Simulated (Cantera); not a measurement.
Input: 1 mol B2O3, 0.081 mol O2, 3.6 mol N2, at 23000 Pa.

These are equilibrium values from Cantera (NASA tables, ideal gas, pure condensed phases), not measurements of a reactor. Candidate condensed phases: B, BN, B2O3; 17 gas species. Equilibrium is a limit: real reactors are often held back by kinetics, nucleation or transport.

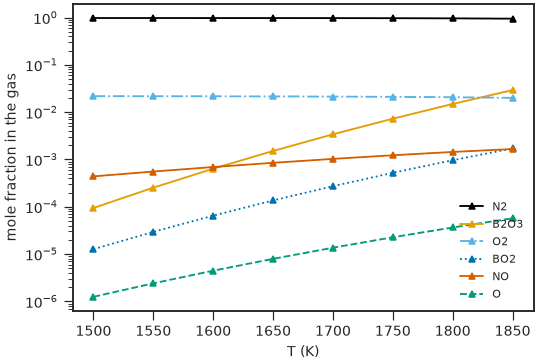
Figure. Equilibrium gas composition (values under 1e-9 drawn at 1e-9)

Problem. Read off the mole fractions at 1650 K.

Solution. N2 about 0.98, O2 about 0.022, B2O3 about 0.0015, NO about 0.00085, BO2 about 0.00014, O about 7.9e-6.
